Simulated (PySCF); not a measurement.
# SiNH4SeF (SMILES N[SiH](F)[SeH]) at 5 levels

Aim: a comparison of 5 runs (HF/STO-3G, HF/3-21G, B3LYP/6-31G*, r2SCAN/def2-SVP, MP2/aug-cc-pVDZ) of SiNH4SeF. The job is set up through a Python script.

The results are computed with PySCF 2.14.0.

### 1 The structure to begin with

SiNH4SeF: 8 atoms, total charge 0, spin state singlet. SMILES: `N[SiH](F)[SeH]`. Geometry: relaxed at PBE0-D4/def2-TZVP. This is one conformer, not always the lowest.

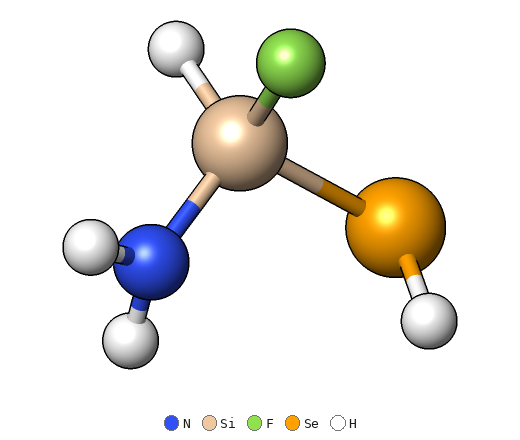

The structure, seen from a chosen angle (nitrogen blue, silicon light orange, fluorine green, selenium orange, hydrogen white).

### 2 Energy and gradient at HF/STO-3G (run 1)

calc.py

```python
import pyscf.grad
from pyscf import gto, scf

mol = gto.M(
    atom='''
N     -0.646097     2.111958    -0.483203
Si     1.215661    -0.365284     0.324466
F      1.670518    -0.112250     3.296249
Se    -0.706569    -4.004330    -0.826188
H     -1.646707     2.117060    -2.097596
H     -0.357158     3.856553     0.219019
H      3.777374    -0.517785    -0.791984
H     -3.132788    -3.193826     0.253790
''',
    basis='sto-3g',
    verbose=3,
    max_memory=1860,
    unit='bohr',
    spin=0,
)

mf = scf.RHF(mol)
mf.conv_tol = 1e-10
mf.kernel()
if not mf.converged:
    mf = mf.newton().run(mf.mo_coeff, mf.mo_occ)

etot = mf.e_tot
print('Final energy', etot)
grad = mf.Gradients().kernel()
mf.analyze()
```

The run is started by

```
$ OMP_NUM_THREADS=1 python calc.py
```

The log of the run:

```text
converged SCF energy = -2813.32448521452
[... 15 lines left out ...]
MO #6   energy= -53.4475888592227  occ= 2
[... 6 lines left out ...]
MO #13  energy= -6.03044384035343  occ= 2
[... 6 lines left out ...]
MO #20  energy= -1.64822986320881  occ= 2
[... 6 lines left out ...]
MO #27  energy= -0.540492591708891 occ= 2
[... 6 lines left out ...]
MO #34  energy= -0.26996258861551  occ= 2
[... 6 lines left out ...]
MO #41  energy= 0.775958041874737  occ= 0
[... 9 lines left out ...]
Dipole moment(X, Y, Z, Debye): -0.21585,  2.26379, -0.58933
```

It took 2.2 s on 1 thread of Intel Xeon Platinum 8488C (Sapphire Rapids), shared host; peak memory 0.12 GiB.

### 3 Energy and gradient at HF/3-21G (run 2)

input.py

```python
from pyscf import gto

mol = gto.M(
    atom='''
N     -0.341900     1.117600    -0.255700
Si     0.643300    -0.193300     0.171700
F      0.884000    -0.059400     1.744300
Se    -0.373900    -2.119000    -0.437200
H     -0.871400     1.120300    -1.110000
H     -0.189000     2.040800     0.115900
H      1.998900    -0.274000    -0.419100
H     -1.657800    -1.690100     0.134300
''',
    basis='3-21g',
    verbose=3,
    charge=0,
    max_memory=1860,
)

mf = mol.RHF()
mf.conv_tol = 1e-10
mf.kernel()
if not mf.converged:
    mf = mf.newton().run(mf.mo_coeff, mf.mo_occ)

e_tot = mf.e_tot
print(f'total energy: {e_tot:.8f} hartree')
grad = mf.nuc_grad_method().kernel()
dip = mf.dip_moment()
pop, q = mf.mulliken_pop()
```

The run is started by

```
$ OMP_NUM_THREADS=1 python input.py
```

The log of the run:

```text
converged SCF energy = -2831.34598604783
total energy: -2831.34598605 hartree
[... 8 lines left out ...]
Dipole moment(X, Y, Z, Debye): -0.68615,  2.61509, -1.74058
[... 70 lines left out ...]
charge of    7H =      0.01256
```

Wall time 2.2 s (1 thread of Intel Xeon Platinum 8488C (Sapphire Rapids), shared host); peak memory 0.13 GiB.

Run 3 isn't shown in full; the table further down has it.

### 4 Energy and forces at r2SCAN/def2-SVP (run 4)

run.py

```python
# N[SiH](F)[SeH]
import pyscf.grad
from pyscf import gto, dft

system = gto.M(
    atom=[
    ('N', (-0.341900, 1.117600, -0.255700)),
    ('Si', (0.643300, -0.193300, 0.171700)),
    ('F', (0.884000, -0.059400, 1.744300)),
    ('Se', (-0.373900, -2.119000, -0.437200)),
    ('H', (-0.871400, 1.120300, -1.110000)),
    ('H', (-0.189000, 2.040800, 0.115900)),
    ('H', (1.998900, -0.274000, -0.419100)),
    ('H', (-1.657800, -1.690100, 0.134300)),
],
    max_memory=1860,
    spin=0,
    charge=0,
    verbose=3,
    basis='def2-svp',
)

ks = dft.RKS(system, xc='r2scan')
ks.grids.level = 5
ks.conv_tol = 1e-10
ks.kernel()
if not ks.converged:
    ks = ks.newton().run(ks.mo_coeff, ks.mo_occ)

e_tot = ks.e_tot
print('E(%s) = %.9f' % ('R2SCAN', e_tot))
grad = ks.Gradients().kernel()
dip = ks.dip_moment()
pop, q = ks.mulliken_pop()
```

The run is started by

```
$ OMP_NUM_THREADS=1 python run.py
```

The log of the run:

```text
converged SCF energy = -2847.55335332832
[... 9 lines left out ...]
Dipole moment(X, Y, Z, Debye): -1.03151,  2.07982, -1.29763
[... 107 lines left out ...]
charge of    7H =      0.07907
```

Wall time 37 s (1 thread of Intel Xeon Platinum 8488C (Sapphire Rapids), shared host); peak memory 0.97 GiB.

### 5 Energy and gradient at MP2/aug-cc-pVDZ (run 5)

input.py

```python
from pyscf import gto, mp

mol = gto.M(
    atom='''
N   -0.341900   1.117600  -0.255700
Si   0.643300  -0.193300   0.171700
F    0.884000  -0.059400   1.744300
Se  -0.373900  -2.119000  -0.437200
H   -0.871400   1.120300  -1.110000
H   -0.189000   2.040800   0.115900
H    1.998900  -0.274000  -0.419100
H   -1.657800  -1.690100   0.134300
''',
    basis='aug-cc-pvdz',
    verbose=3,
    max_memory=1860,
    spin=0,
)

mf = mol.RHF()
mf.conv_tol = 1e-10
mf.kernel()
if not mf.converged:
    mf = mf.newton().run(mf.mo_coeff, mf.mo_occ)

pt = mp.MP2(mf, frozen=16).run()
e_final = pt.e_tot
print(f'total energy: {e_final:.8f} hartree')
grad = pt.nuc_grad_method().kernel()
dip = mf.dip_moment()
pop, q = mf.mulliken_pop()
```

The run is started by

```
$ OMP_NUM_THREADS=1 python input.py
```

The log of the run:

```text
converged SCF energy = -2845.108159804
[... 2 lines left out ...]
total energy: -2845.74079266 hartree
[... 8 lines left out ...]
Dipole moment(X, Y, Z, Debye): -0.79492,  1.85606, -1.48926
[... 154 lines left out ...]
charge of    7H =      0.11310
```

It took 65 s on 1 thread of Intel Xeon Platinum 8488C (Sapphire Rapids), shared host; peak memory 2 GiB.

### 6 All runs side by side

```tsv
run	level	integration grid	frozen core orbitals	energy (Eh)	dipole moment (D) of the reference	HOMO energy (eV)	LUMO energy (eV)	wall time
1	HF/STO-3G	–	–	-2813.324485	2.35	-7.35	9.40	2.2 s
2	HF/3-21G	–	–	-2831.345986	3.22	-9.94	4.29	2.2 s
3	B3LYP/6-31G* (spherical functions)	5	–	-2847.889343	2.67	-6.90	0.28	29 s
4	r2SCAN/def2-SVP	5	–	-2847.553353	2.66	-6.31	-0.22	37 s
5	MP2/aug-cc-pVDZ	–	16	-2845.740793	2.51	-9.93	0.88	65 s
```

### 7 Results

| quantity | value |
| --- | --- |
| run 5: total energy | -2845.74079 Eh |
| run 5: dipole moment (Hartree–Fock density) | 2.51 D |
| run 5: HOMO energy (Hartree–Fock orbitals) | -9.93 eV |
| run 5: LUMO energy (Hartree–Fock orbitals) | 0.88 eV |
| run 5: HOMO–LUMO gap (Hartree–Fock orbitals) | 10.81 eV |
| run 5: correlation energy (16 core orbitals frozen) | -632.6 mEh |
| run 5: largest force on an atom | 1.864 eV/Å |

Over runs 1, 2, 3, 4 the dipole moment (its size) runs from 2.35 D (HF/STO-3G) to 3.22 D (HF/3-21G). Over runs 1, 2, 3, 4 the HOMO–LUMO gap runs from 6.09 eV (r2SCAN/def2-SVP) to 16.75 eV (HF/STO-3G). The two ends differ in method and basis. Totals of different functionals can't be ranked against each other. In run 1 the basis is minimal, so the values are rough. All runs together took 2.2 min, the longest 65 s.
